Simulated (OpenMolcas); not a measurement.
**A workflow on quartet NH+**

We compute a series of 9 runs (ROHF/6-31G**, CASSCF(5,5)/6-31G**, CASPT2(5,5)/6-31G**, CASPT2[IPEA 0](5,5)/6-31G**, SC-NEVPT2(5,5)/6-31G**, PC-NEVPT2(5,5)/6-31G**, MC-PDFT[tPBE](5,5)/6-31G**, MRCI(5,5)/6-31G**, and more) of quartet NH+. 

Program for the calculation: OpenMolcas 26.06.

## 1. The system as given

NH+: 2 atoms, total charge +1, spin state quartet. SMILES of the parent species: `[NH+]`. The coordinates come from a GFN2-xTB relaxation. That shape belongs to the parent species and isn't relaxed for this state.

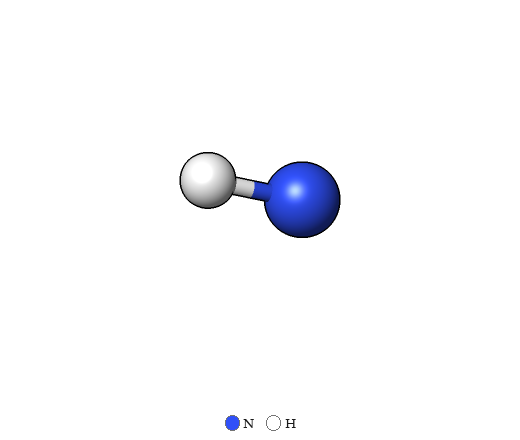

The structure, seen from a chosen angle (nitrogen blue, hydrogen white).

## 2. The energy at ROHF/6-31G(d,p) (spherical functions) (run 1)

Input file step1.input:

```
* HN Hartree-Fock
>>> EXPORT MOLCAS_PRINT=2
&GATEWAY
BasLib = $CurrDir
Coord
2
angstrom
N        0.000000       0.000000       0.000000
H        0.000000       0.000000       1.092650
Basis = 6-31Gss
Group = NoSym
&SEWARD
&SCF
UHF
Charge = 1
Spin = 4
PrOrbitals = 1 1
&RASSCF
FileOrb = $Project.UnaOrb
Spin = 4
Nactel = 3 0 0
Inactive = 2
Ras2 = 3
OutOrbitals = Canonical
OrbListing = Nothing
```

The basis set 6-31G** is read from a file made from the Basis Set Exchange's data (not shown).

Command:

```
$ export MOLCAS_MEM=1860
$ pymolcas step1.input > step1.log
```

The log of the run, cut to the lines that bear on the results:

```text
--- Start Module: gateway ---
[...]
--- Stop Module: gateway /rc=_RC_ALL_IS_WELL_ ---
[...]
      Basis functions           19
[...]
--- Start Module: scf ---
[...]
       Convergence after  13 Iterations
[...]
::    Total SCF energy                                -54.5235938183
[...]
      Total spin, S                                     1.5008984190
[...]
--- Stop Module: scf /rc=_RC_ALL_IS_WELL_ ---
--- Start Module: rasscf ---
[...]
      Number of active orbitals                  3
[...]
      Spin quantum number                      1.5
[...]
      Active orbitals                            3
[...]
      Number of CSFs                             1
[...]
      Number of root(s) required                 1
[...]
      Convergence after  6 iterations
[...]
      printout of CI-coefficients larger than  0.05 for root  1
      energy=     -54.521244
      conf/sym  111     Coeff  Weight
             1  uuu   1.00000 1.00000
      Natural orbitals and occupation numbers for root  1
      sym 1:   1.000000   1.000000   1.000000
      ************************************************************************************************************************
      *                                                    Final results                                                     *
[...]
::    RASSCF root number  1 Total energy:    -54.52124384
[...]
      Total electronic charge=    7.000000
      Total            charge=    1.000000
[...]
      Dipole Moment (debye):
      Origin of the operator (angstrom)=    0.0000    0.0000    0.0734
                   X= -1.6792E-14               Y=  7.7618E-14               Z=  1.7373E+00           Total=  1.7373E+00
      Center of Charge (angstrom)
[...]
--- Stop Module: rasscf /rc=_RC_ALL_IS_WELL_ ---
[...]
```

Run time: 2.3 s. Hardware: 1 thread of Arm Neoverse V1, shared host; peak memory 0.37 GiB.

## 3. The energy at CASSCF(5,5)/6-31G(d,p) (spherical functions) (run 2)

Input file step2.input:

```
* HN CASSCF

&GATEWAY
 BasLib
 $CurrDir
 Coord
 2
 angstrom
 N        0.000000       0.000000       0.000000
 H        0.000000       0.000000       1.092650
 Basis
 6-31Gss
 Group
 NoSym

&SEWARD

&RASSCF
 FileOrb
 $CurrDir/step1.RasOrb
 Spin
 4
 Nactel
 5 0 0
 Inactive
 1
 Ras2
 5
 OrbListing
 Nothing
```

The basis set 6-31G** is read from a file made from the Basis Set Exchange's data (not shown).

Command:

```
$ export MOLCAS_MEM=1860
$ pymolcas step2.input > step2.log
```

The log of the run, cut to the lines that bear on the results:

```text
--- Start Module: gateway ---
[...]
--- Stop Module: gateway /rc=_RC_ALL_IS_WELL_ ---
--- Start Module: seward ---
[...]
      Basis functions           19
--- Stop Module: seward /rc=_RC_ALL_IS_WELL_ ---
--- Start Module: rasscf ---
[...]
      Number of active orbitals                  5
[...]
      Spin quantum number                      1.5
[...]
      Active orbitals                            5
[...]
      Number of CSFs                            24
[...]
      Number of root(s) required                 1
[...]
      Convergence after 10 iterations
[...]
      printout of CI-coefficients larger than  0.05 for root  1
      energy=     -54.541150
      conf/sym  11111     Coeff  Weight
             1  2uuu0  -0.99330 0.98665
            12  uuduu  -0.06660 0.00444
            24  0uuu2  -0.06094 0.00371
      Natural orbitals and occupation numbers for root  1
      sym 1:   1.982384   0.999199   1.000000   1.000000   0.018417
      ************************************************************************************************************************
      *                                                    Final results                                                     *
[...]
::    RASSCF root number  1 Total energy:    -54.54115008
[...]
      Total electronic charge=    7.000000
      Total            charge=    1.000000
[...]
      Dipole Moment (debye):
      Origin of the operator (angstrom)=    0.0000    0.0000    0.0734
                   X=  6.4411E-14               Y= -2.5167E-13               Z=  1.6321E+00           Total=  1.6321E+00
      Center of Charge (angstrom)
[...]
--- Stop Module: rasscf /rc=_RC_ALL_IS_WELL_ ---
[...]
```

Wall time 1.8 s (1 thread of Arm Neoverse V1, shared host); peak memory 0.37 GiB.

Runs 3 to 5 aren't shown in full; the table further down has their settings and results.

## 4. A single-point energy at PC-NEVPT2(5,5)/6-31G(d,p) (spherical functions) (run 6)

Input file step6.inp:

```
&GATEWAY
BasLib=$CurrDir
Coord
2
angstrom
N        0.000000       0.000000       0.000000
H        0.000000       0.000000       1.092650
Basis=6-31Gss
Group=NoSym
&SEWARD
&RASSCF
FileOrb=$CurrDir/step2.RasOrb
Spin=4
Nactel=5 0 0
Inactive=1
Ras2=5
OrbListing=Nothing
&CASPT2
PC-NEVPT2
Frozen=1
```

The basis set 6-31G** is read from a file made from the Basis Set Exchange's data (not shown).

Command:

```
$ export MOLCAS_MEM=1860
$ pymolcas step6.inp > step6.log
```

The log of the run, cut to the lines that bear on the results:

```text
--- Start Module: gateway ---
[...]
--- Stop Module: gateway /rc=_RC_ALL_IS_WELL_ ---
[...]
      Basis functions           19
[...]
--- Start Module: rasscf ---
[...]
      Number of active orbitals                  5
[...]
      Spin quantum number                      1.5
[...]
      Active orbitals                            5
[...]
      Number of CSFs                            24
[...]
      Number of root(s) required                 1
[...]
      Convergence after  4 iterations
[...]
      printout of CI-coefficients larger than  0.05 for root  1
      energy=     -54.541150
      conf/sym  11111     Coeff  Weight
             1  2uuu0  -0.99330 0.98665
            12  uuduu  -0.06660 0.00444
            24  0uuu2  -0.06094 0.00371
      Natural orbitals and occupation numbers for root  1
      sym 1:   1.982384   0.999199   1.000000   1.000000   0.018417
      ************************************************************************************************************************
      *                                                    Final results                                                     *
[...]
::    RASSCF root number  1 Total energy:    -54.54115008
[...]
      Total electronic charge=    7.000000
      Total            charge=    1.000000
[...]
      Dipole Moment (debye):
      Origin of the operator (angstrom)=    0.0000    0.0000    0.0734
                   X=  5.7804E-14               Y= -2.5206E-13               Z=  1.6321E+00           Total=  1.6321E+00
      Center of Charge (angstrom)
[...]
--- Stop Module: rasscf /rc=_RC_ALL_IS_WELL_ ---
--- Start Module: caspt2 ---
[...]
 ###    WARNING: User changed nr of frozen orbitals.                         ###
 ###############################################################################
[...]
      E2 (Variational):          -0.0536281915
[...]
      E2 (Variational):          -0.0530500878
      Total energy:             -54.5942001690
[...]
      Reference weight:           0.98559
[...]
::    PC-NEVPT2 Root  1     Total energy:    -54.59477827
[...]
--- Stop Module: caspt2 /rc=_RC_ALL_IS_WELL_ ---
[...]
```

Run time: 1.8 s. Hardware: 1 thread of Arm Neoverse V1, shared host; peak memory 0.37 GiB.

Runs 7 to 8 aren't shown in full; the table further down has their settings and results.

## 5. The energy at MRACPF(5,5)/6-31G(d,p) (spherical functions) (run 9)

Input file step9.input:

```
* HN MR-ACPF

&GATEWAY
  BasLib=$CurrDir
  Coord
  2
  angstrom
  N        0.000000       0.000000       0.000000
  H        0.000000       0.000000       1.092650
  Basis=6-31Gss
  Group=NoSym

&SEWARD

&RASSCF
  FileOrb=$CurrDir/step2.RasOrb
  Spin=4
  Nactel=5 0 0
  Inactive=1
  Ras2=5
  OrbListing=Nothing

&MOTRA
  LumOrb
  Frozen=1

&GUGA
  Electrons=5
  Spin=4
  Inactive=0
  Active=5
  CIAll=1

&MRCI
  ACPF
```

The basis set 6-31G** is read from a file made from the Basis Set Exchange's data (not shown).

Command:

```
$ export MOLCAS_MEM=1860
$ pymolcas step9.input > step9.log
```

The log of the run, cut to the lines that bear on the results:

```text
--- Start Module: gateway ---
[...]
--- Stop Module: gateway /rc=_RC_ALL_IS_WELL_ ---
[...]
      Basis functions           19
[...]
      Number of active orbitals                  5
[...]
      Spin quantum number                      1.5
[...]
      Active orbitals                            5
[...]
      Number of CSFs                            24
[...]
      Number of root(s) required                 1
[...]
      Convergence after  4 iterations
[...]
      printout of CI-coefficients larger than  0.05 for root  1
      energy=     -54.541150
      conf/sym  11111     Coeff  Weight
             1  2uuu0  -0.99330 0.98665
            12  uuduu  -0.06660 0.00444
            24  0uuu2  -0.06094 0.00371
      Natural orbitals and occupation numbers for root  1
      sym 1:   1.982384   0.999199   1.000000   1.000000   0.018417
      ************************************************************************************************************************
      *                                                    Final results                                                     *
[...]
::    RASSCF root number  1 Total energy:    -54.54115008
[...]
      Dipole Moment (debye):
      Origin of the operator (angstrom)=    0.0000    0.0000    0.0734
                   X=  5.7804E-14               Y= -2.5206E-13               Z=  1.6321E+00           Total=  1.6321E+00
      Center of Charge (angstrom)
[...]
      *** WARNING: Default frozen orbitals is overwritten by user input.
      *** Default values:   1
[...]
--- Start Module: guga ---
[...]
--- Stop Module: guga /rc=_RC_ALL_IS_WELL_ ---
--- Start Module: mrci ---
[...]
       USE THE DEFAULT ACPF G-VALUE GFAC=  0.40000000000000002
[...]
    MR ACPF CALCULATION.
[...]
            REFERENCE CI ENERGY:   -54.54115008
[...]
        ACPF CORRELATION ENERGY:    -0.06748096
                    ACPF ENERGY:   -54.60863104
[...]
      Total electronic charge=    7.000000
      Total            charge=    1.000000
[...]
  ACPF State   1     Total energy:    -54.60863104
[...]
--- Stop Module: mrci /rc=_RC_ALL_IS_WELL_ ---
[...]
```

Run time: 1.9 s. Hardware: 1 thread of Arm Neoverse V1, shared host; peak memory 0.37 GiB.

## 6. All runs side by side

```csv
run,level,active rule,inactive,energy (Eh),wall time
1,ROHF/6-31G** (spherical functions),–,–,-54.521244,2.3 s
2,"CASSCF(5,5)/6-31G** (spherical functions)",full valence,1,-54.541150,1.8 s
3,"CASPT2(5,5)/6-31G** (spherical functions)",full valence,1,-54.599100,1.7 s
4,"CASPT2[IPEA 0](5,5)/6-31G** (spherical functions)",full valence,1,-54.603030,1.7 s
5,"SC-NEVPT2(5,5)/6-31G** (spherical functions)",full valence,1,-54.594200,1.7 s
6,"PC-NEVPT2(5,5)/6-31G** (spherical functions)",full valence,1,-54.594778,1.8 s
7,"MC-PDFT[tPBE](5,5)/6-31G** (spherical functions)",full valence,1,-54.640264,1.9 s
8,"MRCI(5,5)/6-31G** (spherical functions)",full valence,1,-54.607692,1.8 s
9,"MRACPF(5,5)/6-31G** (spherical functions)",full valence,1,-54.608631,1.9 s
```

## 7. Summary of results

| quantity | value |
| --- | --- |
| run 9, MRACPF(5,5)/6-31G**: total energy | -54.60863 Eh |

Below the ROHF energy at the same shape and in the same basis (6-31G**): CASSCF(5,5) -19.9 mEh; CASPT2(5,5) -77.9 mEh; CASPT2[IPEA 0](5,5) -81.8 mEh; SC-NEVPT2(5,5) -73.0 mEh; PC-NEVPT2(5,5) -73.5 mEh; MRCI(5,5) -86.4 mEh. Active-space methods hold only the correlation inside their space unless a perturbation or CI step follows. All runs together took 17 s, the longest 2.3 s.
